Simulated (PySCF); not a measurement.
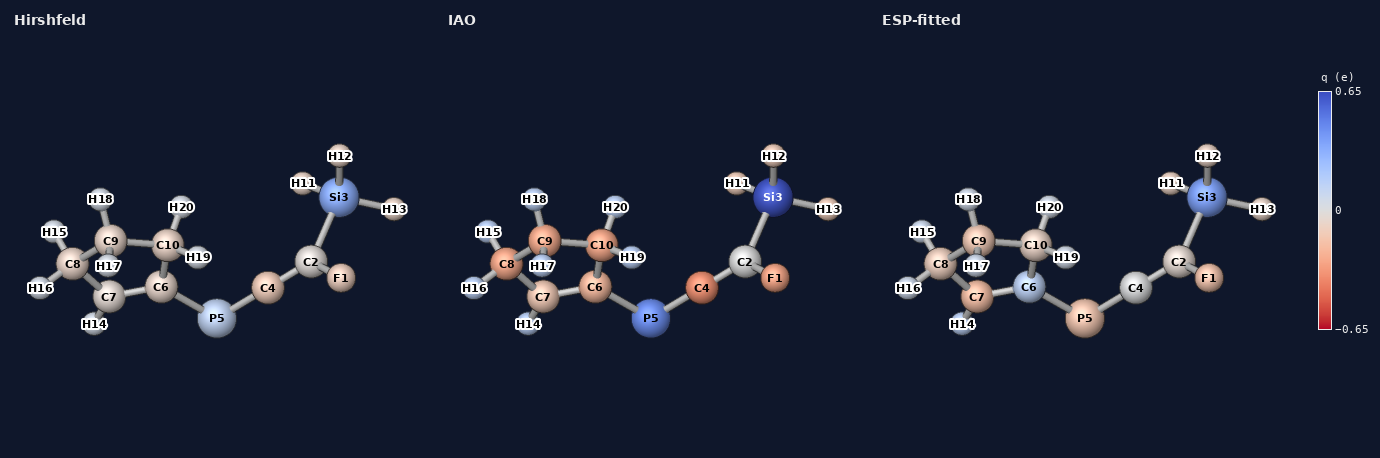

Atomic charges of one calculation by 3 schemes, on one colour scale. The geometry was computed by an optimisation with GFN2-xTB. No frequency run is at hand to confirm it as a minimum. Level of theory: PBE0/pcSseg-1 (PySCF 2.14.0).

### Which scheme gives the most polar picture (largest mean size of the charges)?

The IAO charges are the largest in size here, and the Hirshfeld charges the smallest.

### On which atom do the schemes disagree most?

On P5 (from −0.14 to 0.44 e).

List the charges (e), one line for each set of equivalent atoms.

| atom | Hirshfeld | IAO | ESP-fitted |
| --- | --- | --- | --- |
| F1 | −0.10 | −0.28 | −0.15 |
| C2 | −0.02 | 0.00 | −0.04 |
| Si3 | 0.32 | 0.62 | 0.37 |
| C4 | −0.11 | −0.34 | 0.01 |
| P5 | 0.12 | 0.44 | −0.14 |
| C6 | −0.06 | −0.20 | 0.14 |
| C7 | −0.03 | −0.13 | −0.18 |
| C8 | −0.07 | −0.27 | −0.10 |
| C9 | −0.06 | −0.26 | −0.13 |
| C10 | −0.08 | −0.26 | −0.07 |
| H11 | −0.07 | −0.11 | −0.08 |
| H12 | −0.07 | −0.11 | −0.08 |
| H13 | −0.07 | −0.11 | −0.06 |
| H14 | 0.05 | 0.15 | 0.14 |
| H15 | 0.04 | 0.15 | 0.07 |
| H16 | 0.04 | 0.15 | 0.07 |
| H17 | 0.04 | 0.14 | 0.07 |
| H18 | 0.04 | 0.14 | 0.06 |
| H19 | 0.04 | 0.15 | 0.05 |
| H20 | 0.04 | 0.14 | 0.05 |

The geometry is semi-empirical. Around P, Si such bond lengths and angles can be off by a tenth of an ångström or more and by several degrees, and values that hang on the shape move with them.
